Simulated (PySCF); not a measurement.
# PBE/STO-6G run of HNO (nitroxyl)

What is the energy change on altering one bond length of HNO (nitroxyl) at PBE/STO-6G? Input form: a Python script.

The calculation is run with PySCF 2.14.0.

10 further runs of the same task are left out: 1 that didn't finish, 9 set aside as unsound or not needed.

**1. The structure to begin with**

The species is HNO (3 atoms), meant as a singlet with charge 0. As SMILES, `N=O`. Geometry: relaxed at PBE0-D4/def2-TZVP.

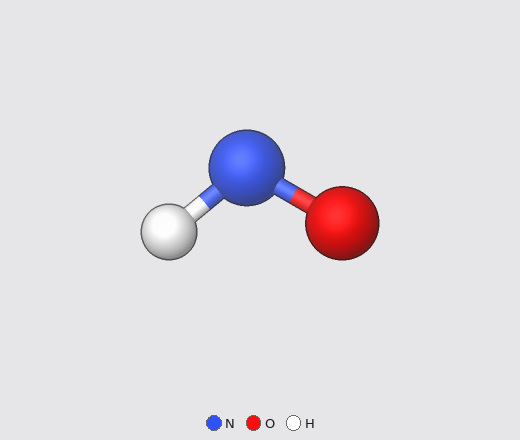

Viewed from a chosen angle; nitrogen blue, oxygen red, hydrogen white.

**2. The energy at PBE/STO-6G**

calc.py

```python
# nitroxyl
from pyscf import gto, dft

mol = gto.M(
    atom=[
    ('N', (-0.283700, 0.312790, -0.117160)),
    ('O', (0.755300, 0.397200, 0.456500)),
    ('H', (-0.471600, -0.709980, -0.339350)),
],
    basis='sto-6g',
    spin=0,
    max_memory=1860,
    verbose=3,
)

mf = dft.RKS(mol, xc='pbe')
mf.conv_tol = 1e-10
mf.grids.level = 5
mf.kernel()
if not mf.converged:
    mf = mf.newton().run(mf.mo_coeff, mf.mo_occ)

e_tot = mf.e_tot
print(f'total energy: {e_tot:.8f} hartree')
```

Command:

```
$ OMP_NUM_THREADS=1 python calc.py
```

Output:

```text
converged SCF energy = -129.80434966801
total energy: -129.80434967 hartree
```

It took 1.7 s on 1 thread of Arm Neoverse V1, shared host; peak memory 0.15 GiB.

**3. The distorted shape at the same level**

input.py

```python
from pyscf import gto, dft

mol = gto.Mole()
mol.atom = 'N -0.058218 1.540123 0.149470; O 0.980782 1.624533 0.723130; H -0.471600 -0.709980 -0.339350'
mol.max_memory = 1860
mol.charge = 0
mol.spin = 0
mol.basis = 'sto-6g'
mol.verbose = 4
mol.build()

mf = dft.RKS(mol)
mf.xc = 'pbe'
mf.grids.level = 5
mf.conv_tol = 1e-10
mf.kernel()
if not mf.converged:
    mf = mf.newton().run(mf.mo_coeff, mf.mo_occ)

e_final = mf.e_tot
print('E = %.10f Eh' % e_final)
```

Command:

```
$ OMP_NUM_THREADS=1 python input.py
```

Output:

```text
PySCF version 2.14.0

[INPUT] num. atoms = 3
[INPUT] num. electrons = 16
[INPUT] charge = 0
[INPUT] spin (= nelec alpha-beta = 2S) = 0
[INPUT] symmetry False subgroup None
[INPUT] Mole.unit = angstrom
[INPUT] Symbol           X                Y                Z      unit          X                Y                Z       unit  Magmom
[INPUT]  1 N     -0.058218000000   1.540123000000   0.149470000000 AA   -0.110016075520   2.910410668144   0.282457363839 Bohr   0.0
[INPUT]  2 O      0.980782000000   1.624533000000   0.723130000000 AA    1.853409367903   3.069922450318   1.366517652457 Bohr   0.0
[INPUT]  3 H     -0.471600000000  -0.709980000000  -0.339350000000 AA   -0.891194840345  -1.341667753919  -0.641278560371 Bohr   0.0

nuclear repulsion = 27.925344326414
number of shells = 7
number of NR pGTOs = 66
number of NR cGTOs = 11
basis = sto-6g
ecp = {}

[... 75 lines left out ...]
SCF not converged.
SCF energy = -129.216402795474
[... 24 lines left out ...]

becke partition: Becke, JCP 88, 2547 (1988); DOI:10.1063/1.454033
pruning grids: <function nwchem_prune>
grids dens level: 5
symmetrized grids: False
atomic radii adjust function: <function treutler_atomic_radii_adjust>
small_rho_cutoff = 0
******** <class 'pyscf.dft.rks.RKS'> Newton solver flags ********
SCF tol = 1e-10
conv_tol_grad = None
max. SCF cycles = 50
direct_scf = True
direct_scf_tol = 1e-13
max_cycle_inner = 12
max_stepsize = 0.05
ah_start_tol = 1e+09
ah_level_shift = 0
ah_conv_tol = 1e-12
ah_lindep = 1e-14
ah_start_cycle = 1
ah_max_cycle = 40
ah_grad_trust_region = 2.5
kf_interval = 4
kf_trust_region = 5
canonicalization = True
Set conv_tol_grad to 1e-05
  HOMO = 0.0267521223830136  LUMO = 0.288265549139922  gap/eV = 7.11614
Initial guess E= -129.216402795474  |g|= 0.266528
macro= 0  E= -129.405857223388  delta_E= -0.189454  |g|= 0.266528  1 KF 9 JK
macro= 1  E= -129.622845948576  delta_E= -0.216989  |g|= 0.386915  3 KF 16 JK
macro= 2  E= -129.685587315755  delta_E= -0.0627414  |g|= 0.206761  3 KF 18 JK
macro= 3  E= -129.702735251065  delta_E= -0.0171479  |g|= 0.026105  3 KF 11 JK
macro= 4  E= -129.70395183139  delta_E= -0.00121658  |g|= 0.00580718  3 KF 9 JK
macro= 5  E= -129.704019290258  delta_E= -6.74589e-05  |g|= 0.00156016  3 KF 9 JK
macro= 6  E= -129.704019330005  delta_E= -3.97474e-08  |g|= 2.19907e-05  2 KF 8 JK
macro= 7  E= -129.704019330005  delta_E= 1.7053e-13  |g|= 7.44666e-07  1 KF 2 JK
Canonicalize SCF orbitals
macro X = 8  E=-129.704019330005  |g|= 7.44666e-07  total 20 KF 91 JK
converged SCF energy = -129.704019330005
E = -129.7040193300 Eh
```

Wall time 11 s (1 thread of Arm Neoverse V1, shared host); peak memory 0.19 GiB.

**4. Results**

Level: PBE/STO-6G.

| quantity | value |
| --- | --- |
| first shape: total energy | -129.80435 Eh |
| first shape: dipole moment | 1.25 D |
| first shape: HOMO energy | -2.03 eV |
| first shape: LUMO energy | -1.10 eV |
| first shape: HOMO–LUMO gap | 0.93 eV |
| distorted shape: total energy | -129.70402 Eh |
| distorted shape: dipole moment | 1.32 D |
| distorted shape: HOMO energy | -2.46 eV |
| distorted shape: LUMO energy | -2.28 eV |
| distorted shape: HOMO–LUMO gap | 0.19 eV |
| energy change with the N1–H3 bond stretched from 1.063 to 2.339 Å | 2.730 eV |

In words: One bond (distorted shape) is far stretched, which a spin-restricted single reference describes badly; a broken-symmetry solution may lie lower. With the N1–H3 bond stretched from 1.063 to 2.339 Å the energy rises by 2.73 eV (63 kcal/mol). The first shape isn't relaxed at this level, so the change isn't measured from a minimum. A restricted reference can't describe the breaking bond well at this length. The minimal basis adds a large error of its own.
